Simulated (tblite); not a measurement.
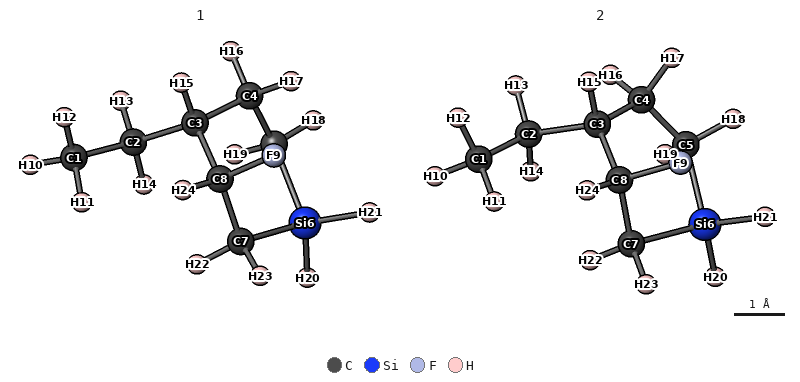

Two geometries of C7H15FSi, drawn at one scale. One is the start of a relaxation, the other its converged end. A ball-and-stick model, seen at a tilt.

All numbers below come from GFN2-xTB geometry optimisation, gas phase (tblite 0.8.0). 

Which geometry has the lower energy?

Structure 1 is the relaxed one. H16 moves most after the best rigid fit: 0.79 Å. Largest moves by element: H 0.79 Å, F 0.37 Å, C 0.29 Å, Si 0.13 Å. Among the contacts that change: C4–C5 1.458 → 1.528 Å, C5–Si6 1.837 → 1.900 Å, C3–C4 1.475 → 1.536 Å, C3–C8 1.478 → 1.535 Å. Bond angles that change, for instance: C4–C5–Si6 118.5° → 110.6°, Si6–C7–C8 103.2° → 111.1°, C4–C3–C8 118.7° → 112.0°. Groups turn about C4–C5 by about 40°, C3–C4 by about 35°, C1–C2 by about 20°. After 101 geometry steps the energy has fallen by 23.4 kcal/mol. The run took 1.6 s on 1 thread of Arm Neoverse N1, with other jobs on the host.
